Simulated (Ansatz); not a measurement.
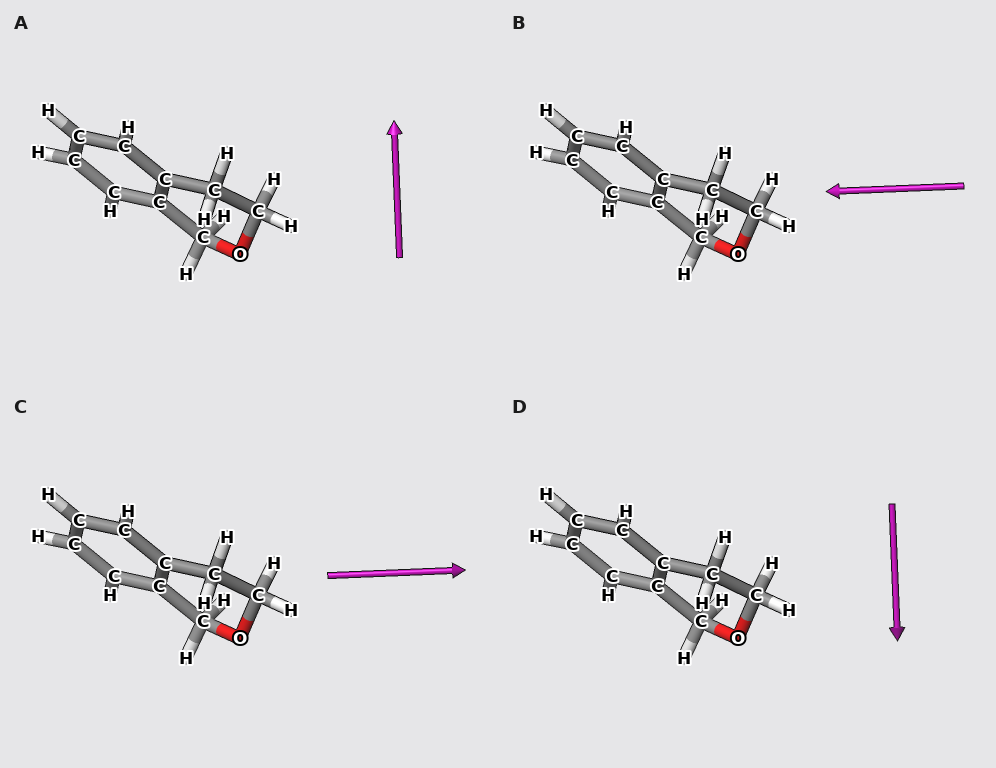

The same molecule four times, each with an arrow. The computed structure is the end point of a PBE0-D4/def2-TZVP optimisation. No frequency run is at hand to confirm it as a minimum. Level of theory: RKS r2SCAN-D4/def2-TZVPP (Ansatz 0.2.0).

> Which arrow points along the dipole moment, from the negative to the positive end?

A. The dipole moment is 1.00 D.
